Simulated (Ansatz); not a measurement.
**SiN+ (singlet): one geometry, many settings at distance Si1–N2 = 4.194 Å**

What do other methods and options give for SiN+ (singlet) at this geometry, and how long do they take?

Computed with Ansatz 0.2.0, Gaussian basis. Level: the settings change from run to run.

23 further runs of the same task are left out: 3 for a known fault of the program, 16 that didn't finish, 4 set aside as unsound or not needed.

## 1. The geometry

The geometry derives from a PBE0/def2-TZVP stationary point (not a proven minimum). One bond is set to the value named and the two fragments are kept rigid.

2 atoms, charge 1, spin multiplicity 1.

Atoms are counted from 1 here; the program's logs count them from 0.

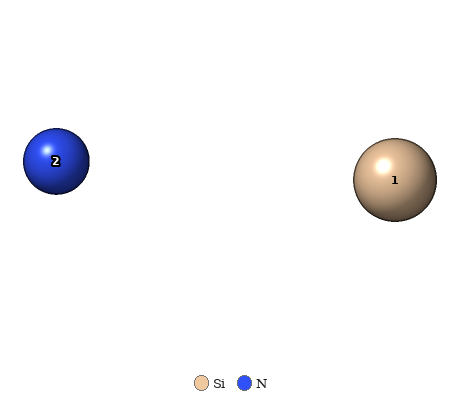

The geometry (silicon light orange, nitrogen blue); atoms are numbered from 1 in the order of the file.

## 2. NEVPT2(4,6)/6-31G

Contents of in.yaml:

```yaml
crystal:
  periodic: [false, false, false]
  atoms:
    - {symbol: Si, position_ang: [0.000000, 0.000000, 0.000000]}
    - {symbol: N, position_ang: [0.000000, 0.000000, 4.194000]}
basis:
  gaussian: {orbitals: 6-31G}
total_charge: 1
correlation: {method: sc_nevpt2, electrons: outside_noble_gas, active_space: {window: {electrons: 4, orbitals: 6}}}
scf: {lower_state_search: off}
output: {forces: true}
```

Launch:

```
> ansatz run in.yaml --threads 1 --pin off --events-out ev --progress --plain --max-ram 2393MiB
```

The log of the run:

```text
Functional definition: HF
  name "HF"
  cite "Fock, Z. Phys. 61, 126 (1930) doi:10.1007/BF01340294"
  parent pbe
  exchange = exact_x
  correlation = 0
these checks for a lower state are left out or cut short: stability, starts, cluster_reference, orbital_swaps, neighbouring_geometries, increment
272 factors; integrals over basis functions are off by at most 3.1e-4 eV
mean field evaluation 1: about -9313.2494 eV, gradient 3.9e1 eV
mean field evaluation 2: about -9313.2525 eV, gradient 3.9e1 eV
mean field evaluation 4: about -9314.8642 eV, gradient 3.1e1 eV
mean field evaluation 8: about -9314.8643 eV, gradient 3.1e1 eV
mean field evaluation 16: about -9323.3668 eV, gradient 6.4e-4 eV
mean field -9323.36681000 eV, -342.6274106626 hartree, gradient 2.4e-6 eV, S^2 0.000000; 0 other end points of the search recorded, 0 dependent functions left out
reference -9323.36681000 eV, -342.6274106626 hartree; 10, 10 occupied and 12, 12 virtual orbitals, 272 factors
state -9329.01813270 eV, -342.8350929413 hartree
state -9329.01813270 eV, -342.8350929413 hartree; corrected -9330.13141835 eV, -342.8760054343 hartree
the calculation of the forces begins
Total energy: -9330.13141835 eV, -342.8760054343 hartree
Atom 0 at     0.000000     0.000000     0.000000 Å, force    -0.000000    -0.000000     0.082211 eV/Å
Atom 1 at     0.000000     0.000000     4.194000 Å, force     0.000000     0.000000    -0.082211 eV/Å
Dipole moment:     0.000000    -0.000000    -1.344621 e Å
Checks for a lower state left out: stability, starts, cluster_reference, orbital_swaps, neighbouring_geometries, increment
```

Run time: 0.87 s. Hardware: 1 thread of Intel Xeon Platinum 8488C, shared host.

From the report: 113 determinants; active occupations 1.37, 1.00, 1.00, 0.62, 0.01, 0.00.

## 3. CCSDT(Q) on RHF/6-31G*

Contents of in.yaml:

```yaml
crystal:
  periodic: [false, false, false]
  atoms:
    - {symbol: Si, position_ang: [0.000000, 0.000000, 0.000000]}
    - {symbol: N, position_ang: [0.000000, 0.000000, 4.194000]}
basis:
  gaussian: {orbitals: "6-31G*"}
total_charge: 1
magnetization: {spin_polarized: false}
correlation: {method: ccsdt_q, electrons: outside_noble_gas}
scf: {lower_state_search: off}
```

The command is unchanged.

The log of the run, shortened:

```text
Functional definition: HF
  name "HF"
  cite "Fock, Z. Phys. 61, 126 (1930) doi:10.1007/BF01340294"
  parent pbe
[...]
486 factors; integrals over basis functions are off by at most 7.2e-8 eV
[...]
mean field -9323.40955536 eV, -342.6289815254 hartree, gradient 2.3e-6 eV, S^2 0.000000; 0 other end points of the search recorded, 0 dependent functions left out
6 core orbitals not correlated: weight in the atoms' cores, before any rotation towards them, 1.000 or more for the frozen orbitals, at most 0.000 for the correlated occupied ones
reference -9323.40955536 eV, -342.6289815254 hartree; 4, 4 occupied and 24, 24 virtual orbitals, 486 factors
second order -6.48942728 eV of doubles, -0.00000000 eV of singles
cycle   1  -5.43623704 eV  change    -1.5e0 eV  update   1.6e-1
[...]
cycle  56  -9.47647173 eV  change   -1.4e-7 eV  update   1.3e-7
perturbative correction -0.13023161 eV, -0.0047859235 hartree
WARN: these amplitudes may be one of several solutions (largest doubles amplitude 0.93, level shift 9.37 eV)
Total energy: -9333.01625870 eV, -342.9820213618 hartree
Checks for a lower state left out: stability, starts, cluster_reference, orbital_swaps, neighbouring_geometries, increment
```

It took 2.6 s on 1 thread of Intel Xeon Platinum 8488C, shared host.

From the report: correlation -9.6067 eV; T1 0.086; largest double amplitude 0.93. The report flags that the cluster equations may have other roots.

## 4. CCSD(T)/def2-SVPD

Contents of in.yaml:

```yaml
crystal:
  periodic: [false, false, false]
  atoms:
    - {symbol: Si, position_ang: [0.000000, 0.000000, 0.000000]}
    - {symbol: N, position_ang: [0.000000, 0.000000, 4.194000]}
basis:
  gaussian: {orbitals: def2-SVPD}
total_charge: 1
magnetization: {spin_polarized: true, initial_magnetization: 0}
hamiltonian: {xc: {name: PBE}}
correlation: {method: ccsd_t, electrons: outside_noble_gas, diis_vectors: 2}
```

The command is unchanged.

The log of the run, shortened:

```text
Functional definition: PBE
  name "PBE"
  cite "Perdew, Burke & Ernzerhof, Phys. Rev. Lett. 77, 3865 (1996) doi:10.1103/PhysRevLett.77.3865"
  parent pbe
[...]
424 factors; integrals over basis functions are off by at most 5.0e-4 eV
[...]
mean field -9340.55577231 eV, -343.2590933762 hartree, gradient 8.9e-9 eV, S^2 2.007360; 26 other end points of the search recorded, 0 dependent functions left out
6 core orbitals not correlated: weight in the atoms' cores, before any rotation towards them, 1.000 or more for the frozen orbitals, at most 0.000 for the correlated occupied ones
reference -9325.90962073 eV, -342.7208572333 hartree; 4, 4 occupied and 34, 34 virtual orbitals, 424 factors
second order -3.13973311 eV of doubles, -0.48208113 eV of singles
cycle   1  -4.24619489 eV  change   -6.2e-1 eV  update   8.4e-2
[...]
cycle  39  -5.40968077 eV  change    6.8e-6 eV  update   1.8e-6
perturbative correction -0.72788562 eV, -0.0267493033 hartree
WARN: the results are in doubt because among natural orbitals the method converges to other amplitudes
Total energy: -9332.04718713 eV, -342.9464086381 hartree
In doubt: among natural orbitals the method converges to other amplitudes
```

It took 19 s on 1 thread of Intel Xeon Platinum 8488C, shared host.

From the report: ⟨S²⟩ of the determinant 2.007 (pure singlet: 0.00); correlation -6.1376 eV; T1 0.079; largest double amplitude 0.37. The determinant is far from a pure spin state, so its energy mixes those of several spin states (harmless only where they are near-degenerate, as at dissociation). The orbitals are Kohn-Sham ones, so correlation energy and T1 don't compare with those on Hartree-Fock orbitals. Mind the lines of doubt at the end of the log.

## 5. The runs in one table

Where basis and cores are those of an earlier FCI/6-31G run (-9330.6598 eV), and the state is the same kind, the miss against it is given. † marks a result that the program doubts.

```tsv
level	correlated	functions	energy (eV)	from FCI (meV)	time
NEVPT2(4,6)/6-31G	outside noble gas	22	-9330.1314	528.3	0.87 s
CCSDT(Q) on RHF/6-31G* †	outside noble gas	34	-9333.0163		2.6 s
CCSD(T)/def2-SVPD (on PBE orbitals) †	outside noble gas	44	-9332.0472		19 s
```

## 6. Summary of results

| quantity | value |
| --- | --- |
| runs | 3 |
| quickest | NEVPT2(4,6)/6-31G, 0.87 s |
| slowest | CCSD(T)/def2-SVPD (on PBE orbitals) †, 19 s |

Total energies in different bases, with other cores or another treatment of relativity can't be set against each other. CCSD(T)/def2-SVPD (on PBE orbitals) † took 22 times as long as NEVPT2(4,6)/6-31G; the jobs differ in more than the method.
